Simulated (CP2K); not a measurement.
**C2H10GeSi (SMILES [CH3][GeH]([CH3])[SiH3]): PM3**

What is the vertical electron affinity of C2H10GeSi at PM3? 

Program for the calculation: CP2K 2026.2.

5 further runs of the same task are left out: 1 that didn't finish, 4 set aside as unsound or not needed.

**1. The structure to begin with**

C2H10GeSi: 14 atoms, total charge 0, spin state singlet. As SMILES, `[CH3][GeH]([CH3])[SiH3]`. Geometry: a rough force-field guess.

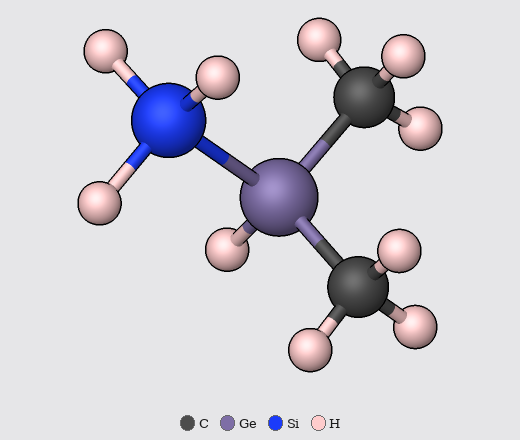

The structure, seen from a chosen angle (carbon dark grey, germanium purple, silicon blue, hydrogen pink).

**2. Energy and forces at PM3**

File mol.inp:

```
&GLOBAL
   PROJECT mol
   RUN_TYPE ENERGY_FORCE
   PRINT_LEVEL MEDIUM
&END GLOBAL
&FORCE_EVAL
   METHOD QS
   &DFT
      CHARGE 0
      MULTIPLICITY 1
      &QS
         METHOD PM3
         EPS_DEFAULT 1.0E-10
         &SE
            &COULOMB
               CUTOFF [angstrom] 50
               RC_RANGE [angstrom] 0
            &END COULOMB
            &EXCHANGE
               CUTOFF [angstrom] 50
               RC_RANGE [angstrom] 0
            &END EXCHANGE
         &END SE
      &END QS
      &POISSON
         PERIODIC NONE
         POISSON_SOLVER ANALYTIC
      &END POISSON
      &SCF
         SCF_GUESS ATOMIC
         EPS_SCF 1.0E-06
         MAX_SCF 100
         ADDED_MOS 8
         &DIAGONALIZATION
            ALGORITHM STANDARD
         &END DIAGONALIZATION
         &MIXING
            METHOD DIRECT_P_MIXING
            ALPHA 0.4
         &END MIXING
      &END SCF
      ! extra output
      &PRINT
         &MOMENTS
            PERIODIC F
            REFERENCE COM
            MAX_MOMENT 1
         &END MOMENTS
         &MO ON
            ENERGIES T
            OCCUPATION_NUMBERS T
            NDIGITS 6
            &EACH
               QS_SCF 0
            &END EACH
            ADD_LAST NUMERIC
         &END MO
         &HIRSHFELD OFF
         &END HIRSHFELD
      &END PRINT
   &END DFT
   ! structure
   &SUBSYS
      &CELL
         ABC [angstrom] 15.8 17 16.1
         PERIODIC NONE
      &END CELL
      &COORD
         UNIT bohr
         C     -1.3511542     2.0531874    -2.4721397
         Ge    -0.7950078     0.3923071     0.6714197
         C      2.2875135     1.6446286     2.0957063
         Si    -0.2845928    -3.8688363    -0.0933525
         H     -3.2250066     1.4095467    -3.3599330
         H     -1.6104246     4.2267504    -2.1399259
         H      0.1901064     1.7882478    -3.8159240
         H     -2.9203828     0.9180290     2.5242962
         H      2.1913264     3.7322091     2.5607679
         H      2.7327329     0.6457194     3.9699366
         H      3.9039852     1.2895491     0.8224088
         H      0.1181079    -5.1941012     2.3370243
         H      1.5788662    -4.2815525    -1.8857577
         H     -2.8406363    -4.8108648    -1.1602918
      &END COORD
      &TOPOLOGY
         &CENTER_COORDINATES
         &END CENTER_COORDINATES
      &END TOPOLOGY
   &END SUBSYS
   &PRINT
      &FORCES ON
      &END FORCES
   &END PRINT
&END FORCE_EVAL
```

Command:

```bash
$ OMP_NUM_THREADS=1 cp2k.psmp mol.inp > mol.out
```

Output:

```text
CP2K| version string:                                       CP2K version 2026.2
[...]
 GLOBAL| Method name                                                        CP2K
[...]
 GLOBAL| Run type                                                   ENERGY_FORCE
[...]
                             - Atoms:                                         14
[...]
                             - Spherical basis functions:                     26
[...]
 Number of electrons:                                                         26
[...]
     1 P_Mix/Diag. 0.40E+00    0.0     0.86053117       -13.9126423756 -1.39E+01
[...]
    16 DIIS/Diag.  0.42E-06    0.0     0.00000049       -20.2368609001 -5.13E-12
  *** SCF run converged in    16 steps ***
  Core-core repulsion energy [eV]:                           1411.41917771616249
  Core Hamiltonian energy [eV]:                              -784.37714231297582
  Two-electron integral energy [eV]:                        -2355.43005081343426
  Electronic energy [eV]:                                   -1962.09216771969318
  Total energy [eV]:                                         -550.67299000353046
  Atomic reference energy [eV]:                               550.99272668143863
  Heat of formation [kcal/mol]:                                 7.37330353869928
[...]
 SE_DIPOLE| Moment [Debye]         -0.30625751       0.48566604       0.22057788
 SE_DIPOLE| Derivative [a.u.]       0.00000000       0.00000000       0.00000000
 ENERGY| Total FORCE_EVAL ( QS ) energy [hartree]            -20.236860900070706
 FORCES| Atomic forces [hartree/bohr]
 FORCES|   Atom     x               y               z               |f|
 FORCES|      1 -3.88839944E-02  3.83522501E-02 -1.70082269E-02   5.72026214E-02
 FORCES|      2 -5.56085142E-03  1.40687159E-02  1.13131663E-02   1.88901976E-02
 FORCES|      3  2.35431855E-02  8.59775079E-03  3.52368700E-02   4.32416455E-02
 FORCES|      4 -3.39287235E-02 -2.01324006E-02  4.75654457E-03   3.97378478E-02
 FORCES|      5  3.05114304E-02  9.10531503E-03  1.10117157E-02   3.36914237E-02
 FORCES|      6  6.82179914E-03 -4.14552936E-02 -7.37603031E-03   4.26554116E-02
 FORCES|      7 -3.67661125E-03  2.94055434E-04  1.78836047E-03   4.09904527E-03
 FORCES|      8  1.39374652E-03 -2.86098170E-03 -3.08566576E-03   4.43272815E-03
 FORCES|      9  1.11648962E-03 -2.55666711E-02 -8.19609546E-03   2.68714942E-02
 FORCES|     10 -6.51400482E-03  1.49039461E-02 -2.80248969E-02   3.24030047E-02
 FORCES|     11 -7.99001037E-03  4.31363550E-03  6.45783268E-03   1.11423211E-02
 FORCES|     12  3.16505406E-03 -1.19175204E-03  1.47518768E-03   3.68971798E-03
 FORCES|     13  1.73356920E-02 -2.84425260E-03 -1.30651280E-02   2.18932309E-02
[...]
```

It took 0.93 s on 1 thread of Intel Xeon 6975P-C (Granite Rapids), shared host; peak memory 0.18 GiB.

**3. The doublet anion, same level**

File job.inp:

```
&GLOBAL
 PROJECT job
 RUN_TYPE ENERGY_FORCE
 PRINT_LEVEL MEDIUM
&END GLOBAL
&FORCE_EVAL
 METHOD Quickstep
 &DFT
  CHARGE -1
  MULTIPLICITY 2
  UNRESTRICTED_KOHN_SHAM T
  &QS
   METHOD PM3
   EPS_DEFAULT 1.0E-10
   &SE
    &COULOMB
     CUTOFF [angstrom] 50
     RC_RANGE [angstrom] 0
    &END COULOMB
    &EXCHANGE
     CUTOFF [angstrom] 50
     RC_RANGE [angstrom] 0
    &END EXCHANGE
   &END SE
  &END QS
  &POISSON
   PERIODIC NONE
   POISSON_SOLVER ANALYTIC
  &END POISSON
  ! self-consistent field
  &SCF
   SCF_GUESS ATOMIC
   EPS_SCF 1.0E-06
   MAX_SCF 80
   ADDED_MOS 4
   &DIAGONALIZATION
    ALGORITHM STANDARD
   &END DIAGONALIZATION
   &MIXING
    METHOD DIRECT_P_MIXING
    ALPHA 0.4
   &END MIXING
  &END SCF
  ! extra output
  &PRINT
   &MOMENTS
    PERIODIC F
    REFERENCE COM
    MAX_MOMENT 1
   &END MOMENTS
   &MO ON
    ENERGIES T
    OCCUPATION_NUMBERS T
    NDIGITS 6
    &EACH
     QS_SCF 0
    &END EACH
    ADD_LAST NUMERIC
   &END MO
   &HIRSHFELD OFF
   &END HIRSHFELD
  &END PRINT
 &END DFT
 &SUBSYS
  &CELL
   ABC 15.8 17 16.1
   PERIODIC NONE
  &END CELL
  &COORD
   UNIT bohr
   C     -1.3511542     2.0531874    -2.4721397
   Ge    -0.7950078     0.3923071     0.6714197
   C      2.2875135     1.6446286     2.0957063
   Si    -0.2845928    -3.8688363    -0.0933525
   H     -3.2250066     1.4095467    -3.3599330
   H     -1.6104246     4.2267504    -2.1399259
   H      0.1901064     1.7882478    -3.8159240
   H     -2.9203828     0.9180290     2.5242962
   H      2.1913264     3.7322091     2.5607679
   H      2.7327329     0.6457194     3.9699366
   H      3.9039852     1.2895491     0.8224088
   H      0.1181079    -5.1941012     2.3370243
   H      1.5788662    -4.2815525    -1.8857577
   H     -2.8406363    -4.8108648    -1.1602918
  &END COORD
  &TOPOLOGY
   &CENTER_COORDINATES
   &END CENTER_COORDINATES
  &END TOPOLOGY
 &END SUBSYS
 &PRINT
  &FORCES ON
  &END FORCES
 &END PRINT
&END FORCE_EVAL
```

Command:

```bash
$ OMP_NUM_THREADS=1 cp2k.psmp -i job.inp > job.out 2>&1
```

Output:

```text
CP2K| version string:                                       CP2K version 2026.2
[...]
 GLOBAL| Method name                                                        CP2K
[...]
 GLOBAL| Run type                                                   ENERGY_FORCE
[...]
                             - Atoms:                                         14
[...]
                             - Spherical basis functions:                     26
[...]
 Number of electrons:                                                         14
[...]
     1 P_Mix/Diag. 0.40E+00    0.0     0.47008215       -14.0651390505 -1.41E+01
[...]
    26 DIIS/Diag.  0.32E-06    0.0     0.00000058       -20.3042594417 -3.95E-12
  *** SCF run converged in    26 steps ***
  Core-core repulsion energy [eV]:                           1411.41917771616249
  Core Hamiltonian energy [eV]:                              -805.10436159001472
  Two-electron integral energy [eV]:                        -2317.64362743219044
  Electronic energy [eV]:                                   -1963.92617530610960
  Total energy [eV]:                                         -552.50699758994733
  Atomic reference energy [eV]:                               550.99272668143863
  Heat of formation [kcal/mol]:                               -34.91991948281854
[...]
 SE_DIPOLE| Moment [Debye]         -0.48266747      -1.80755828       0.21622510
 SE_DIPOLE| Derivative [a.u.]       0.00000000       0.00000000       0.00000000
 ENERGY| Total FORCE_EVAL ( QS ) energy [hartree]            -20.304259441655574
 FORCES| Atomic forces [hartree/bohr]
 FORCES|   Atom     x               y               z               |f|
 FORCES|      1 -3.87559719E-02  3.28731584E-02 -1.88350798E-02   5.41980639E-02
 FORCES|      2 -6.67411589E-03  2.58703296E-02  1.27113995E-02   2.95871163E-02
 FORCES|      3  2.46966593E-02  3.06683422E-03  3.51395410E-02   4.30594681E-02
 FORCES|      4 -3.41014813E-02 -6.64391879E-04  7.80767645E-03   3.49901737E-02
 FORCES|      5  3.07525065E-02  9.24057005E-03  1.04844456E-02   3.37791117E-02
 FORCES|      6  7.05738696E-03 -4.16723053E-02 -6.40384596E-03   4.27480641E-02
 FORCES|      7 -4.20754383E-03  3.12140815E-04  1.69336595E-03   4.54624518E-03
 FORCES|      8  8.40959721E-04 -7.86074599E-03 -2.91596459E-03   8.42623227E-03
 FORCES|      9  1.66320114E-04 -2.57232365E-02 -8.67061506E-03   2.71457570E-02
 FORCES|     10 -5.92355905E-03  1.49932268E-02 -2.81380623E-02   3.24289370E-02
 FORCES|     11 -8.07516087E-03  4.22257653E-03  6.85917857E-03   1.14055559E-02
 FORCES|     12  3.51927558E-03 -6.26917232E-03  1.71280516E-03   7.39063757E-03
 FORCES|     13  1.87392987E-02 -8.96843222E-03 -1.51934392E-02   2.57378065E-02
[...]
```

It took 1 s on 1 thread of Intel Xeon 6975P-C (Granite Rapids), shared host; peak memory 0.19 GiB.

**4. What came out**

At PM3:

| quantity | value |
| --- | --- |
| singlet C2H10GeSi: total energy | -20.23686 Eh |
| singlet C2H10GeSi: dipole moment | 0.62 D |
| singlet C2H10GeSi: HOMO energy | -9.92 eV |
| singlet C2H10GeSi: LUMO energy | -1.64 eV |
| singlet C2H10GeSi: HOMO–LUMO gap | 8.28 eV |
| singlet C2H10GeSi: heat of formation at this unrelaxed shape | 7.4 kcal/mol |
| singlet C2H10GeSi: largest force on an atom | 2.941 eV/Å |
| doublet anion: total energy | -20.30426 Eh |
| doublet anion: HOMO energy (highest over α and β) | -2.02 eV |
| doublet anion: LUMO energy (lowest over α and β) | 3.97 eV |
| doublet anion: heat of formation at this unrelaxed shape | -34.9 kcal/mol |
| doublet anion: largest force on an atom | 2.787 eV/Å |
| vertical electron affinity (to the doublet anion) | 1.834 eV |

In words: At fixed nuclei the extra electron is bound by 1.83 eV (42 kcal/mol). The largest force (singlet C2H10GeSi) is 2.94 eV/Å: the shape isn't a stationary point for this species at this level. A minimal valence basis can't be trusted even for the sign of an electron affinity.
